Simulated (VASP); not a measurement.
Input:

```
MgTe
1.0
    2.33296    -4.04081     0.00000
    2.33296     4.04081     0.00000
    0.00000     0.00000     7.60007
Mg Te
2 2
Cartesian
  2.33296  -1.34694   3.79855
  2.33296   1.34694   7.59858
  2.33296  -1.34694   6.65915
  2.33296   1.34694   2.85911
```

These are vdW-DF2, VASP's PBE PAW potentials (set 64) (plane waves; VASP) values and carry that method's errors. Run with 520 eV cut-off, 6×6×4 Γ-centred mesh, tetrahedra with Blöchl corrections, potentials Mg Te.

Unless said otherwise, spin-orbit coupling is left out, though it shifts the bands of the heavy elements here.

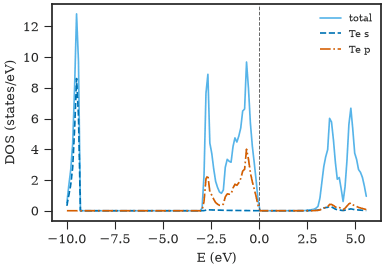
Figure. Total and projected density of states, zero at the valence-band maximum

Within 2 eV below the valence-band maximum the largest weight inside VASP's projection spheres is Te p.

The gap is direct, 2.12 eV, from the valence maximum at Γ to the conduction minimum at Γ.

The compound is MgTe in the wurtzite structure. It was relaxed first, which changed the volume by +8 %.
